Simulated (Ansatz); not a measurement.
**C2H4FOSi: rigid torsion scan in Python**

A script is to give a rigid torsion scan; the system is C2H4FOSi. SMILES: [CH]=C[SiH](O)F.

All numbers are computed with Ansatz 0.2.0, driven from Python. Level of theory: r2SCAN0/def2-SVP.

### Step 1. The structure

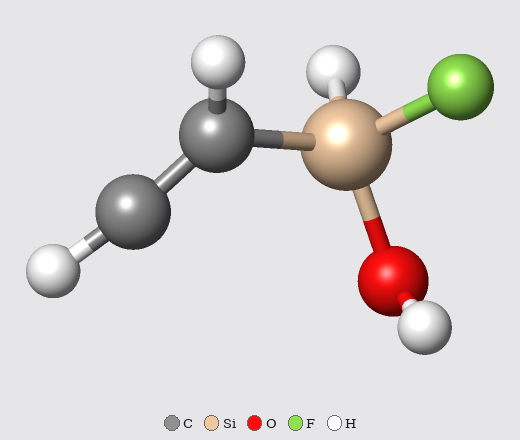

The structure that the script starts from, seen from a chosen angle (carbon grey, silicon light orange, oxygen red, fluorine green, hydrogen white).

The script holds or builds the structure itself.

### Step 2. Script

The input, torsion_c2h4fosi.py:

```python
# -*- coding: utf-8 -*-
import ansatz as az
from ase import Atoms

atoms = Atoms(["C", "C", "Si", "O", "F", "H", "H", "H", "H"], positions=[
    [-1.5742, 0.6377, 0.5835],
    [-0.3632, 0.9245, 0.3895],
    [0.6682, -0.1796, -0.5919],
    [0.3892, -1.7699, -0.3819],
    [2.1988, -0.0147, -0.0464],
    [-2.6604, 0.4956, 0.7172],
    [0.1353, 1.8086, 0.8171],
    [0.7065, 0.1788, -2.0241],
    [0.5883, -2.1272, 0.5201],
])

first = (
    az.Crystal.molecule_from_ase(atoms).calculation()
    .basis(gaussian="def2-SVP")
    .functional("r2scan0")
    .spin("collinear", total=1)
    .relax(force_tolerance=0.02, max_steps=80)
)
atoms.positions = first.run(threads=1).report["positions_ang"]

start = atoms.get_dihedral(3, 2, 1, 0)
energies = {}
for turn in range(0, 360, 30):
    turned = atoms.copy()
    turned.set_dihedral(3, 2, 1, 0, start + turn, indices=[0, 1, 5, 6])
    calculation = az.Crystal.molecule_from_ase(turned).calculation()
    calculation = calculation.basis(gaussian="def2-SVP")
    calculation = calculation.functional("r2scan0")
    calculation = calculation.spin("collinear", total=1)
    energies[round((start + turn) % 360)] = calculation.run(threads=1).report["free_energy_ev"]
floor = min(energies.values())
print("dihedral O3-Si2-C1-C0 (deg)   E - E(min) (kJ/mol)")
for angle, e in sorted(energies.items()):
    print(f"{angle:8d} {96.485332 * (e - floor):14.3f}  " + "#" * int(30 * (e - floor) / max(max(energies.values()) - floor, 1e-9)))
```

### Step 3. What the engine is handed

The package turns the script's settings into the engine's input (first run):

```yaml
crystal:
  periodic: [false, false, false]
  atoms:
    - { symbol: C, position_ang: [-1.5742, 0.6377, 0.5835] }
    - { symbol: C, position_ang: [-0.3632, 0.9245, 0.3895] }
    - { symbol: Si, position_ang: [0.6682, -0.1796, -0.5919] }
    - { symbol: O, position_ang: [0.3892, -1.7699, -0.3819] }
    - { symbol: F, position_ang: [2.1988, -0.0147, -0.0464] }
    - { symbol: H, position_ang: [-2.6604, 0.4956, 0.7172] }
    - { symbol: H, position_ang: [0.1353, 1.8086, 0.8171] }
    - { symbol: H, position_ang: [0.7065, 0.1788, -2.0241] }
    - { symbol: H, position_ang: [0.5883, -2.1272, 0.5201] }
basis:
  gaussian:
    orbitals: def2-SVP
hamiltonian:
  xc: r2scan0
magnetization:
  spin_polarized: true
  initial_magnetization: 1.0
relax:
  f_tol: 0.02
  max_steps: 80
```

### Step 4. Launch

Started as:

```sh
$ python torsion_c2h4fosi.py
```

What it wrote:

```text
dihedral O3-Si2-C1-C0 (deg)   E - E(min) (kJ/mol)
      20          2.767  ##########
      50          7.137  ###########################
      80          6.179  ########################
     110          2.692  ##########
     140          3.601  #############
     170          7.581  #############################
     200          7.723  ##############################
     230          4.857  ##################
     260          4.152  ################
     290          4.493  #################
     320          2.184  ########
     350          0.000
```

It took 5.9 min on 1 thread of Arm Neoverse V1, shared host; peak memory 0.38 GiB.

### Step 5. How the relaxation of run 0 went

The steps of the relaxation:

| step | E - E(step 1) (eV) | largest force component (eV/Å) |
| --- | --- | --- |
| 1 | 0.0000 | 4.4954 |
| 2 | -0.2158 | 0.9825 |
| 3 | -0.2597 | 0.4831 |
| 4 | -0.3166 | 0.6525 |
| 5 | -0.3400 | 1.5940 |
| 6 | -0.4189 | 0.7850 |
| 7 | -0.4692 | 0.3636 |
| 8 | -0.4778 | 0.2640 |
| 9 | -0.4801 | 0.2452 |
| 10 | -0.4822 | 0.0854 |
| 11 | -0.4825 | 0.0429 |
| 12 | -0.4826 | 0.0344 |
| 13 | -0.4826 | 0.0057 |

Step 1 is the start.

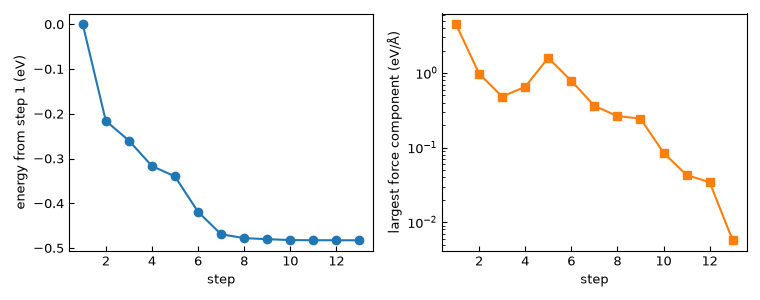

Energy and largest force along the relaxation.

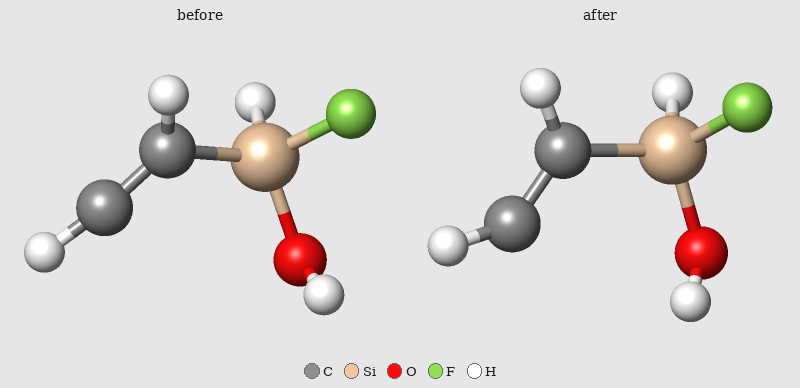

Before and after, at one scale.

Before: Bond lengths: C1–C2 1.260 Å, C2–Si3 1.802 Å, Si3–O4 1.628 Å, Si3–F5 1.633 Å, C1–H6 1.104 Å, C2–H7 1.101 Å, Si3–H8 1.477 Å, O4–H9 0.990 Å. Angles: C1–C2–Si3 119.7°, C1–C2–H7 123.9°, Si3–C2–H7 116.4°, C2–C1–H6 173.9°, C2–Si3–O4 115.5°, C2–Si3–F5 107.0°, C2–Si3–H8 113.2°, O4–Si3–F5 102.5°, O4–Si3–H8 111.5°, F5–Si3–H8 106.0°, Si3–O4–H9 115.8°.

After: Bond lengths: C1–C2 1.312 Å, C2–Si3 1.859 Å, Si3–O4 1.637 Å, Si3–F5 1.617 Å, C1–H6 1.088 Å, C2–H7 1.102 Å, Si3–H8 1.472 Å, O4–H9 0.957 Å. Angles: C1–C2–Si3 121.1°, C1–C2–H7 119.5°, Si3–C2–H7 119.4°, C2–C1–H6 139.0°, C2–Si3–O4 111.1°, C2–Si3–F5 106.2°, C2–Si3–H8 114.3°, O4–Si3–F5 110.8°, O4–Si3–H8 107.5°, F5–Si3–H8 106.8°, Si3–O4–H9 118.0°.

Run 0 is this relaxation; the runs after it count from 1.

### Step 6. Run by run

The 12 runs, in the order started:

| run | turn (°) | energy from run 1 (eV) | <S²> | SCF cycles | CPU time (s) |
| --- | --- | --- | --- | --- | --- |
| 1 | 0 | 0.0000 | 0.77 | 24 | 14 |
| 2 | 30 | 0.0287 | 0.78 | 24 | 14 |
| 3 | 60 | 0.0740 | 0.78 | 24 | 14 |
| 4 | 90 | 0.0640 | 0.78 | 24 | 14 |
| 5 | 120 | 0.0279 | 0.78 | 24 | 14 |
| 6 | 150 | 0.0373 | 0.78 | 24 | 14 |
| 7 | 180 | 0.0786 | 0.78 | 24 | 14 |
| 8 | 210 | 0.0800 | 0.78 | 25 | 14 |
| 9 | 240 | 0.0503 | 0.77 | 25 | 15 |
| 10 | 270 | 0.0430 | 0.78 | 24 | 13 |
| 11 | 300 | 0.0466 | 0.78 | 24 | 13 |
| 12 | 330 | 0.0226 | 0.78 | 24 | 13 |

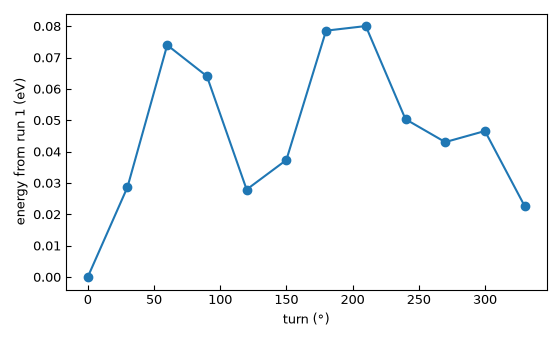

Energy against turn; lines join the points.

### Step 7. Results

| quantity | value |
| --- | --- |
| runs compared | 12 |
| range of energy | 0.080 eV |
| lowest point, turn (°) | 0 |

What this shows: The lowest point lies at a turn of 0°, the highest 0.080 eV (7.7 kJ/mol) above it at 210°. The grid can miss the true lowest and highest points, and the rest of the molecule is held rigid. Run 0: After 12 moves the largest shift is 0.565 Å, of atom 6 (H). The scan is rigid and the energies are electronic, in a modest basis. With rigid groups the curve can differ much from the relaxed path, the start wasn't checked as a minimum of this torsion, and equivalent turns needn't return to the same energy. The species is open-shell (spin multiplicity 2).
